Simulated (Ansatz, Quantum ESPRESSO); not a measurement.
# Conductance against width: vacuum gaps between two Na(100) faces, part 4 of 5

Aim: how the conductance falls as the barrier grows, for vacuum gaps between two Na(100) faces.

Quantum ESPRESSO 7.5; plane-wave DFT, LDA, GBRV ultrasoft pseudopotentials; cross-check by Ansatz 0.2.0 with PAW datasets.

So far. Step 6 (Transmission with pwcond.x, 6 Å): T goes from 0.322 to 0.130, a factor of 2.5. Step 7 (Cross-check with Ansatz, 6 Å): Ansatz finds T = 0.127 against pwcond's 0.130.

## 9. The open system, 7 Å

Level of this step: transmission by pwcond, lead and junction from one cell; plane-wave DFT, LDA, GBRV ultrasoft pseudopotentials (Quantum ESPRESSO).

j2.cond.in

```
&inputcond
  outdir = './out'
  prefixt = 'j2.scf'
  tran_file = 'j2.cond.dat'
  bdl = 1.0000000000
  bds = 9.1666666667
  ikind = 1
  ewind = 4.0
  epsproj = 1e-05
  nz1 = 7
  energy0 = 0.4
  denergy = -0.4
/
15
  0.00000000 0.00000000 0.01562500
  0.00000000 0.12500000 0.06250000
  0.00000000 0.25000000 0.06250000
  0.00000000 0.37500000 0.06250000
  0.00000000 0.50000000 0.03125000
  0.12500000 0.12500000 0.06250000
  0.12500000 0.25000000 0.12500000
  0.12500000 0.37500000 0.12500000
  0.12500000 0.50000000 0.06250000
  0.25000000 0.25000000 0.06250000
  0.25000000 0.37500000 0.12500000
  0.25000000 0.50000000 0.06250000
  0.37500000 0.37500000 0.06250000
  0.37500000 0.50000000 0.06250000
  0.50000000 0.50000000 0.01562500
3
```

The run is started by

```bash
> OMP_NUM_THREADS=1 mpirun -n 4 pwcond.x -in j2.cond.in > j2.cond.out
```

Numbers of over 12 decimals in the logs are rounded to 6 here.

What it wrote:

```text
[banner, memory and clock lines left out]
Program PWCOND v.7.5 starts
[citation notice left out]

[...]
./out/j2.scf.save/

     IMPORTANT: XC functional enforced from input :
     Exchange-correlation= PZ
                           (   1   1   0   0   0   0   0)
     Any further DFT definition will be discarded
     Please, verify this is what you really want

     Reading collected, re-writing distributed wavefunctions

===== INPUT FILE containing all the regions =====

     GEOMETRY:

     lattice parameter (alat)  =       7.9368  a.u.
[...]
Nchannels of the left tip =            0
 Right moving states:
   k1(2pi/a)   k2(2pi/a)   E-Ef (eV)
 Left moving states:
   k1(2pi/a)   k2(2pi/a)   E-Ef (eV)

 to transmit
          E-Ef(ev), T =    0.0000000   0.0000000
---  E-Ef =   -0.4000000  k =    0.5000000   0.5000000
---  ie =          3  ik =         15
 Nchannels of the left tip =            0
 Right moving states:
   k1(2pi/a)   k2(2pi/a)   E-Ef (eV)
 Left moving states:
   k1(2pi/a)   k2(2pi/a)   E-Ef (eV)

 to transmit
          E-Ef(ev), T =   -0.4000000   0.0000000
   T_tot     0.40000      0.15956E+00
   T_tot     0.00000      0.77776E-01
   T_tot    -0.40000      0.34293E-01

[...]
```

The job ended after 1.9 min (4 MPI ranks of Arm Neoverse V2, shared host; peak memory 0.34 GiB; 7.7 min of CPU time).

Read from the output:

- transmission at the Fermi level, one spin: 0.03889
- conductance: 0.03889 G₀

Per spin; mean over the k mesh across the current. Table of transmission, zone mean by energy, zero at the Fermi level:

| energy (eV) | transmission, zone mean |
| --- | --- |
| -0.400 | 0.0171 |
| 0.000 | 0.0389 |
| 0.400 | 0.0798 |

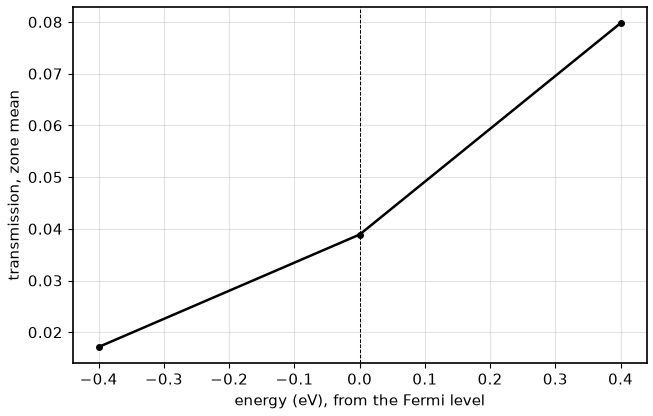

Transmission, zone mean, plotted against energy.

At 0.000 eV; k in fractions of b1, b2. Transmission by k point:

| k1 | k2 | weight | t | channels |
| --- | --- | --- | --- | --- |
| 0 | 0 | 0.01562 | 0.1973 | 1 |
| 0 | 0.125 | 0.0625 | 0.1585 | 1 |
| 0 | 0.25 | 0.0625 | 0.07688 | 1 |
| 0 | 0.375 | 0.0625 | 0.01975 | 1 |
| 0 | 0.5 | 0.03125 | 0.005756 | 2 |
| 0.125 | 0.125 | 0.0625 | 0.1259 | 1 |
| 0.125 | 0.25 | 0.125 | 0.05891 | 1 |
| 0.125 | 0.375 | 0.125 | 0.01438 | 1 |
| 0.125 | 0.5 | 0.0625 | 0.004443 | 2 |
| 0.25 | 0.25 | 0.0625 | 0.02264 | 1 |
| 0.25 | 0.375 | 0.125 | 0.006221 | 1 |
| 0.25 | 0.5 | 0.0625 | 0.001212 | 2 |
| 0.375 | 0.375 | 0.0625 | 0.001672 | 1 |
| 0.375 | 0.5 | 0.0625 | 0 | 0 |
| 0.5 | 0.5 | 0.01562 | 0 | 0 |

T goes from 0.130 to 0.0389, a factor of 3.3.

## 10. Cross-check with Ansatz, 7 Å

Level of this step: plane-wave DFT, LDA, Ansatz PAW (Ansatz 0.2.0).

input.yaml

```yaml
crystal:
  lattice:
    - [4.2, 0.0, 0.0]
    - [0.0, 4.2, 0.0]
    - [0.0, 0.0, 38.5]
  atoms:
    - { symbol: Na, position: [0.0, 0.0, 0.0] }
    - { symbol: Na, position: [0.5, 0.5, 0.0545454545] }
    - { symbol: Na, position: [0.0, 0.0, 0.1090909091] }
    - { symbol: Na, position: [0.5, 0.5, 0.1636363636] }
    - { symbol: Na, position: [0.0, 0.0, 0.2181818182] }
    - { symbol: Na, position: [0.5, 0.5, 0.2727272727] }
    - { symbol: Na, position: [0.0, 0.0, 0.3272727273] }
    - { symbol: Na, position: [0.5, 0.5, 0.3818181818] }
    - { symbol: Na, position: [0.0, 0.0, 0.5636363636] }
    - { symbol: Na, position: [0.5, 0.5, 0.6181818182] }
    - { symbol: Na, position: [0.0, 0.0, 0.6727272727] }
    - { symbol: Na, position: [0.5, 0.5, 0.7272727273] }
    - { symbol: Na, position: [0.0, 0.0, 0.7818181818] }
    - { symbol: Na, position: [0.5, 0.5, 0.8363636364] }
    - { symbol: Na, position: [0.0, 0.0, 0.8909090909] }
    - { symbol: Na, position: [0.5, 0.5, 0.9454545455] }
kpoints:
  mp_grid: { grid: [6, 6, 1] }
hamiltonian:
  xc: lda
scf:
  occupations: { method: fermi_dirac, width: 0.1 }
  convergence: { dr2_threshold: 1.0e-08 }
output:
  transmission: { leads: [[0, 2]], e_range: [-0.4, 0.4], de: 0.4, kmesh: [8, 8] }
  write_potential: true
  write_density: true
  volumetric_format: npy
```

The run is started by

```bash
> ansatz run input.yaml --threads 4 --pin off --max-ram 8192MiB --backend cpu --events-out ev --progress --plain --runs-dir out
```

What it wrote:

```text
[...]
Crystal: 16 atoms, lattice volume = 679.140 Å³
Basis set: ecut = 420 eV, 13141 PW (Γ)
Bands: 88, of which v1, the nominal top of the filled ones, is band 72 counted from 1 (71 counted from 0)
Symmetry: 16 space group operations
[...]
k-points: 10 of 36
[...]
k-point 9: bands = [... 68 lower, 2.0730, 2.0730, 2.2633, 2.2633, 2.2662, 2.2662, 2.3540, 2.3540, ... 12 higher]
--- Transmission ---
  basis      : 149 plane waves across, 49 finite elements along
  points     : 15, standing for a mesh of 8 x 8
[...]
channels       : 1.078125e0 a spin
[...]
slowest decay  : 0.1340 /Å at (0.5000, 0.3750)
  junction   : crystal 0 to crystal 0, -0.35 to 33.95 Å
    transmission   : 3.841202e-2 a spin
[...]
[key lines of the parts left out:]
SCF converged after 8 iterations
Free energy (F): -23465.161042 eV
Fermi energy:    1.041499 eV
```

The job ended after 42 s (4 threads; peak memory 1.5 GiB).

This step gave:

```
free energy                                  : -23465.1610 eV
energy at zero smearing                      : -23465.0276 eV
smearing term TS                             : 0.2669 eV
Fermi energy                                 : 1.041 eV
transmission at the Fermi level, one spin    : 0.03841
step of the lead's Hamiltonian over a period : 21.5 meV
```

Per spin; mean over the k mesh across the current. Table of transmission, zone mean by energy, zero at the Fermi level:

| energy (eV) | transmission, zone mean |
| --- | --- |
| -0.400 | 0.0174 |
| 0.000 | 0.0384 |
| 0.400 | 0.0789 |

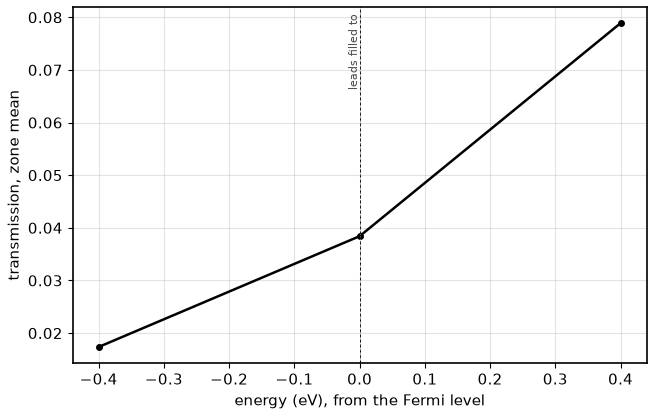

Transmission, zone mean, plotted against energy.

Ansatz finds T = 0.0384 against pwcond's 0.0389.

## 11. Ground state, 8 Å

Level of this step: plane-wave DFT, LDA, GBRV ultrasoft pseudopotentials (Quantum ESPRESSO 7.5).

j3.scf.in

```
&control
  prefix = 'j3.scf'
  outdir = './out'
  pseudo_dir = './pseudo'
  calculation = 'scf'
  tprnfor = .true.
/
&system
  ibrav = 0
  nat = 16
  ntyp = 1
  ecutwfc = 40
  ecutrho = 200
  occupations = 'smearing'
  smearing = 'mv'
  degauss = 0.01
/
&electrons
  conv_thr = 1e-07
  mixing_beta = 0.25
  electron_maxstep = 120
  mixing_mode = 'local-TF'
/
ATOMIC_SPECIES
  Na  22.9898  na_lda_v1.5.uspp.F.UPF
CELL_PARAMETERS angstrom
  4.20000000000000 0.00000000000000 0.00000000000000
  0.00000000000000 4.20000000000000 0.00000000000000
  0.00000000000000 0.00000000000000 39.50000000000000
ATOMIC_POSITIONS crystal
  Na  0.000000000000 0.000000000000 0.000000000000
  Na  0.500000000000 0.500000000000 0.053164556962
  Na  0.000000000000 0.000000000000 0.106329113924
  Na  0.500000000000 0.500000000000 0.159493670886
  Na  0.000000000000 0.000000000000 0.212658227848
  Na  0.500000000000 0.500000000000 0.265822784810
  Na  0.000000000000 0.000000000000 0.318987341772
  Na  0.500000000000 0.500000000000 0.372151898734
  Na  0.000000000000 0.000000000000 0.574683544304
  Na  0.500000000000 0.500000000000 0.627848101266
  Na  0.000000000000 0.000000000000 0.681012658228
  Na  0.500000000000 0.500000000000 0.734177215190
  Na  0.000000000000 0.000000000000 0.787341772152
  Na  0.500000000000 0.500000000000 0.840506329114
  Na  0.000000000000 0.000000000000 0.893670886076
  Na  0.500000000000 0.500000000000 0.946835443038
K_POINTS automatic
  6 6 1 0 0 0
```

The run is started by

```bash
> OMP_NUM_THREADS=1 mpirun -n 4 pw.x -nk 2 -in j3.scf.in > j3.scf.out
```

What it wrote:

```text
[banner, memory and clock lines left out]
Program PWSCF v.7.5 starts
[...]
Message from routine setup:
[...]
number of electrons       =       144.00
     number of Kohn-Sham states=           86
     kinetic-energy cutoff     =      40.0000  Ry
     charge density cutoff     =     200.0000  Ry
[...]
number of k points=    10  Marzari-Vanderbilt smearing, width (Ry)=  0.0100
[...]
Dense  grid:   224533 G-vectors     FFT dimensions: (  36,  36, 360)
[...]
Starting wfcs are   80 randomized atomic wfcs +    6 random wfcs
[...]
estimated scf accuracy    <       0.59953224 Ry
[...]
estimated scf accuracy    <       0.46017156 Ry
[...]
estimated scf accuracy    <       0.01607664 Ry
[...]
estimated scf accuracy    <       0.02891036 Ry
[...]
estimated scf accuracy    <       0.00223902 Ry
[...]
estimated scf accuracy    <       0.00345761 Ry
[...]
estimated scf accuracy    <       0.00016093 Ry
[...]
estimated scf accuracy    <       0.00033041 Ry
[...]
estimated scf accuracy    <       0.00002262 Ry
[...]
estimated scf accuracy    <       0.00010045 Ry
[...]
estimated scf accuracy    <       0.00000042 Ry
[...]
estimated scf accuracy    <       0.00000021 Ry
[...]
the Fermi energy is     0.8149 ev
!    total energy              =   -1522.03426496 Ry
     estimated scf accuracy    <       0.00000004 Ry
     smearing contrib. (-TS)   =       0.00008293 Ry
     internal energy E=F+TS    =   -1522.03434790 Ry
[...]
one-electron contribution =   -2589.42226077 Ry
     hartree contribution      =    1294.59986485 Ry
     xc contribution           =    -222.33420851 Ry
     ewald contribution        =      -4.87774346 Ry
     convergence has been achieved in  13 iterations
[...]
Total force =     0.005375     Total SCF correction =     0.000550
[...]
```

It took 1.7 min on 4 MPI ranks; peak memory 1.1 GiB; 6.9 min of CPU time.

Numbers from this step:

| Property | Result |
| --- | --- |
| free energy | -20708.3311 eV |
| Fermi energy | 0.8149 eV |

## 12. Transmission with pwcond.x, 8 Å

j3.cond.in, as its differences from the input of step 9:

```diff
@@ -2,6 +2,6 @@
   outdir = './out'
-  prefixt = 'j2.scf'
-  tran_file = 'j2.cond.dat'
+  prefixt = 'j3.scf'
+  tran_file = 'j3.cond.dat'
   bdl = 1.0000000000
-  bds = 9.1666666667
+  bds = 9.4047619048
   ikind = 1
```

The run is started by

```bash
> OMP_NUM_THREADS=1 mpirun -n 4 pwcond.x -in j3.cond.in > j3.cond.out
```

What it wrote:

```text
[banner, memory and clock lines left out]
Program PWCOND v.7.5 starts
[citation notice left out]

[...]
./out/j3.scf.save/

     IMPORTANT: XC functional enforced from input :
     Exchange-correlation= PZ
                           (   1   1   0   0   0   0   0)
     Any further DFT definition will be discarded
     Please, verify this is what you really want

     Reading collected, re-writing distributed wavefunctions

===== INPUT FILE containing all the regions =====

     GEOMETRY:

     lattice parameter (alat)  =       7.9368  a.u.
[...]
Nchannels of the left tip =            0
 Right moving states:
   k1(2pi/a)   k2(2pi/a)   E-Ef (eV)
 Left moving states:
   k1(2pi/a)   k2(2pi/a)   E-Ef (eV)

 to transmit
          E-Ef(ev), T =    0.0000000   0.0000000
---  E-Ef =   -0.4000000  k =    0.5000000   0.5000000
---  ie =          3  ik =         15
 Nchannels of the left tip =            0
 Right moving states:
   k1(2pi/a)   k2(2pi/a)   E-Ef (eV)
 Left moving states:
   k1(2pi/a)   k2(2pi/a)   E-Ef (eV)

 to transmit
          E-Ef(ev), T =   -0.4000000   0.0000000
   T_tot     0.40000      0.46826E-01
   T_tot     0.00000      0.18964E-01
   T_tot    -0.40000      0.71692E-02

[...]
```

The job ended after 2.1 min (4 MPI ranks; peak memory 0.35 GiB).

Read from the output:

| Property | Result |
| --- | --- |
| transmission at the Fermi level, one spin | 0.009482 |
| conductance | 0.009482 G₀ |

Per spin; mean over the k mesh across the current. Table of transmission, zone mean by energy, zero at the Fermi level:

```
energy (eV)  transmission, zone mean
     -0.400                  0.00358
      0.000                  0.00948
      0.400                   0.0234
```

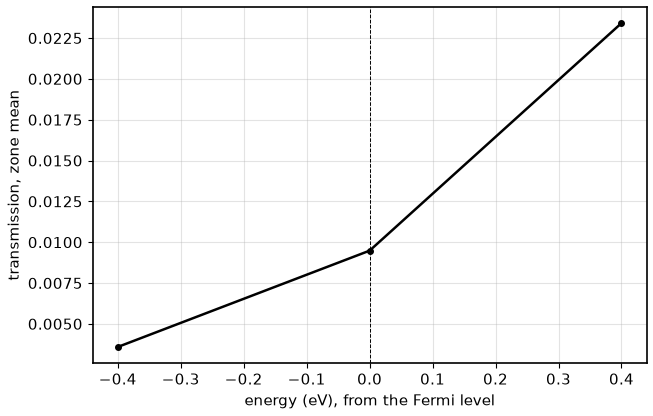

Transmission, zone mean against energy.

T goes from 0.0389 to 0.00948, a factor of 4.1.

## 13. Cross-check with Ansatz, 8 Å

Level of this step: plane-wave DFT, LDA, Ansatz PAW (Ansatz 0.2.0).

input.yaml, the sections that differ from step 10:

```yaml
crystal:
  lattice:
    - [4.2, 0.0, 0.0]
    - [0.0, 4.2, 0.0]
    - [0.0, 0.0, 39.5]
  atoms:
    - { symbol: Na, position: [0.0, 0.0, 0.0] }
    - { symbol: Na, position: [0.5, 0.5, 0.053164557] }
    - { symbol: Na, position: [0.0, 0.0, 0.1063291139] }
    - { symbol: Na, position: [0.5, 0.5, 0.1594936709] }
    - { symbol: Na, position: [0.0, 0.0, 0.2126582278] }
    - { symbol: Na, position: [0.5, 0.5, 0.2658227848] }
    - { symbol: Na, position: [0.0, 0.0, 0.3189873418] }
    - { symbol: Na, position: [0.5, 0.5, 0.3721518987] }
    - { symbol: Na, position: [0.0, 0.0, 0.5746835443] }
    - { symbol: Na, position: [0.5, 0.5, 0.6278481013] }
    - { symbol: Na, position: [0.0, 0.0, 0.6810126582] }
    - { symbol: Na, position: [0.5, 0.5, 0.7341772152] }
    - { symbol: Na, position: [0.0, 0.0, 0.7873417722] }
    - { symbol: Na, position: [0.5, 0.5, 0.8405063291] }
    - { symbol: Na, position: [0.0, 0.0, 0.8936708861] }
    - { symbol: Na, position: [0.5, 0.5, 0.946835443] }
# kpoints, hamiltonian, scf, output: as in step 10
```

The run is started by

```bash
> ansatz run input.yaml --threads 4 --pin off --max-ram 8192MiB --backend cpu --events-out ev --progress --plain --runs-dir out
```

What it wrote:

```text
[...]
Crystal: 16 atoms, lattice volume = 696.780 Å³
Basis set: ecut = 420 eV, 13465 PW (Γ)
Bands: 88, of which v1, the nominal top of the filled ones, is band 72 counted from 1 (71 counted from 0)
Symmetry: 16 space group operations
[...]
k-points: 10 of 36
[...]
k-point 9: bands = [... 68 lower, 1.9809, 1.9809, 2.1698, 2.1698, 2.1739, 2.1739, 2.2613, 2.2613, ... 12 higher]
--- Transmission ---
  basis      : 149 plane waves across, 51 finite elements along
  points     : 15, standing for a mesh of 8 x 8
[...]
channels       : 1.078125e0 a spin
[...]
slowest decay  : 0.1338 /Å at (0.5000, 0.3750)
  junction   : crystal 0 to crystal 0, -0.35 to 34.95 Å
    transmission   : 9.350283e-3 a spin
[...]
[key lines of the parts left out:]
SCF converged after 8 iterations
Free energy (F): -23465.156416 eV
Fermi energy:    0.949297 eV
```

Elapsed: 42 s, on 4 threads; peak memory 1.5 GiB.

This step gave:

```
free energy                                  : -23465.1564 eV
energy at zero smearing                      : -23465.0250 eV
smearing term TS                             : 0.2628 eV
Fermi energy                                 : 0.9493 eV
transmission at the Fermi level, one spin    : 0.009350
step of the lead's Hamiltonian over a period : 21.6 meV
```

Per spin; mean over the k mesh across the current. Transmission, zone mean against energy, zero at the Fermi level:

| energy (eV) | transmission, zone mean |
| --- | --- |
| -0.400 | 0.00363 |
| 0.000 | 0.00935 |
| 0.400 | 0.0231 |

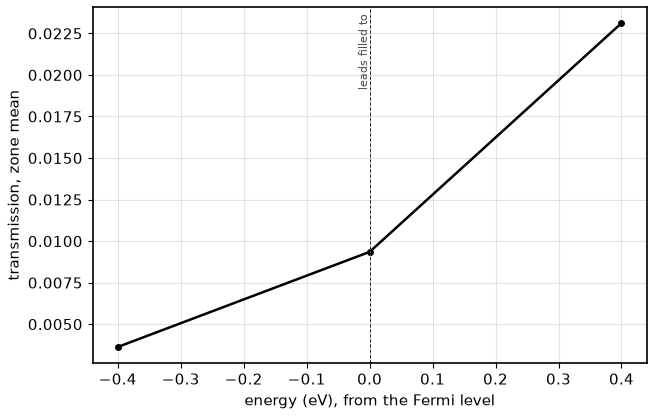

Transmission, zone mean, plotted against energy.

Ansatz finds T = 0.00935 against pwcond's 0.00948.

## 14. Ground state, 9 Å

Level of this step: plane-wave DFT, LDA, GBRV ultrasoft pseudopotentials (Quantum ESPRESSO 7.5).

j4.scf.in

```
&control
  prefix = 'j4.scf'
  outdir = './out'
  pseudo_dir = './pseudo'
  calculation = 'scf'
  tprnfor = .true.
/
&system
  ibrav = 0
  nat = 16
  ntyp = 1
  ecutwfc = 40
  ecutrho = 200
  occupations = 'smearing'
  smearing = 'mv'
  degauss = 0.01
/
&electrons
  conv_thr = 1e-07
  mixing_beta = 0.25
  electron_maxstep = 120
  mixing_mode = 'local-TF'
/
ATOMIC_SPECIES
  Na  22.9898  na_lda_v1.5.uspp.F.UPF
CELL_PARAMETERS angstrom
  4.20000000000000 0.00000000000000 0.00000000000000
  0.00000000000000 4.20000000000000 0.00000000000000
  0.00000000000000 0.00000000000000 40.50000000000000
ATOMIC_POSITIONS crystal
  Na  0.000000000000 0.000000000000 0.000000000000
  Na  0.500000000000 0.500000000000 0.051851851852
  Na  0.000000000000 0.000000000000 0.103703703704
  Na  0.500000000000 0.500000000000 0.155555555556
  Na  0.000000000000 0.000000000000 0.207407407407
  Na  0.500000000000 0.500000000000 0.259259259259
  Na  0.000000000000 0.000000000000 0.311111111111
  Na  0.500000000000 0.500000000000 0.362962962963
  Na  0.000000000000 0.000000000000 0.585185185185
  Na  0.500000000000 0.500000000000 0.637037037037
  Na  0.000000000000 0.000000000000 0.688888888889
  Na  0.500000000000 0.500000000000 0.740740740741
  Na  0.000000000000 0.000000000000 0.792592592593
  Na  0.500000000000 0.500000000000 0.844444444444
  Na  0.000000000000 0.000000000000 0.896296296296
  Na  0.500000000000 0.500000000000 0.948148148148
K_POINTS automatic
  6 6 1 0 0 0
```

The run is started by

```bash
> OMP_NUM_THREADS=1 mpirun -n 4 pw.x -nk 2 -in j4.scf.in > j4.scf.out
```

What it wrote:

```text
[banner, memory and clock lines left out]
Program PWSCF v.7.5 starts
[...]
Message from routine setup:
[...]
number of electrons       =       144.00
     number of Kohn-Sham states=           86
     kinetic-energy cutoff     =      40.0000  Ry
     charge density cutoff     =     200.0000  Ry
[...]
number of k points=    10  Marzari-Vanderbilt smearing, width (Ry)=  0.0100
[...]
Dense  grid:   230165 G-vectors     FFT dimensions: (  36,  36, 360)
[...]
Starting wfcs are   80 randomized atomic wfcs +    6 random wfcs
[...]
estimated scf accuracy    <       0.59907084 Ry
[...]
estimated scf accuracy    <       0.46058590 Ry
[...]
estimated scf accuracy    <       0.01577218 Ry
[...]
estimated scf accuracy    <       0.02812273 Ry
[...]
estimated scf accuracy    <       0.00336403 Ry
[...]
estimated scf accuracy    <       0.00317349 Ry
[...]
estimated scf accuracy    <       0.00041651 Ry
[...]
estimated scf accuracy    <       0.00055062 Ry
[...]
estimated scf accuracy    <       0.00002200 Ry
[...]
estimated scf accuracy    <       0.00016919 Ry
[...]
estimated scf accuracy    <       0.00000272 Ry
[...]
estimated scf accuracy    <       0.00000027 Ry
[...]
the Fermi energy is     0.7283 ev
!    total energy              =   -1522.03432829 Ry
     estimated scf accuracy    <       0.00000007 Ry
     smearing contrib. (-TS)   =       0.00010353 Ry
     internal energy E=F+TS    =   -1522.03443182 Ry
[...]
one-electron contribution =   -2975.48690032 Ry
     hartree contribution      =    1487.16447571 Ry
     xc contribution           =    -222.33440714 Ry
     ewald contribution        =     188.62239992 Ry
     convergence has been achieved in  13 iterations
[...]
Total force =     0.005720     Total SCF correction =     0.000747
[...]
```

The job ended after 1.8 min (4 MPI ranks; peak memory 1.3 GiB; 7 min of CPU time).

This step gave:

```
free energy  : -20708.3320 eV
Fermi energy : 0.7283 eV
```

(Continued in part 5 of 5.)

[Logs are printed without paths, hosts, clocks, repeated set-up lines and the standing remarks that a program may print on its own settings, such as how far it seeks lower states.]

[Hosts, paths, dates, database ids (printed as entryN), source tags and the programs' standing remarks are cut or masked in the printed files.]

[Maps of the electrostatic potential energy from Ansatz leave out the sawtooth potential of an applied field or a dipole correction, so their vacuum need not be flat; planar profiles and work functions include it.]
